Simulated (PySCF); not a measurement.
Molecule: C₂H₇FGe, SMILES FC[CH2][GeH3], singlet. Atoms near the plane z = 0.6 Å, at the GFN2-xTB optimised geometry (x, y, z in Å): F1 (2.0, 0.1, 0.8), C2 (1.6, -0.9, 0.0), C3 (0.1, -0.9, 0.0), Ge4 (-0.6, 1.0, 0.0), H5 (2.0, -1.8, 0.4), H8 (-0.3, -1.4, 0.9), H9 (-0.3, 1.7, 1.3), H11 (-2.0, 1.1, -0.3).

Level of theory: PBE0/def2-TZVP (PySCF). Cells within 0.4 Å of a nucleus heavier than hydrogen are left out (blank, or x). The values are rescaled to run from 0 to 1.

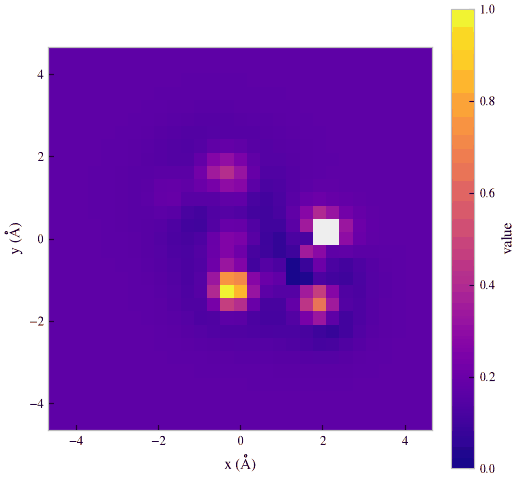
*a field on the plane z = 0.6 Å.*

Task: Which quantity is mapped?
(A) electron localisation function
(B) an orbital amplitude
(C) deformation density (molecule minus spherical neutral atoms)
(D) electrostatic potential

Result: C, deformation density (molecule minus spherical neutral atoms). In full: deformation density (molecule minus spherical neutral atoms) (e/bohr³).
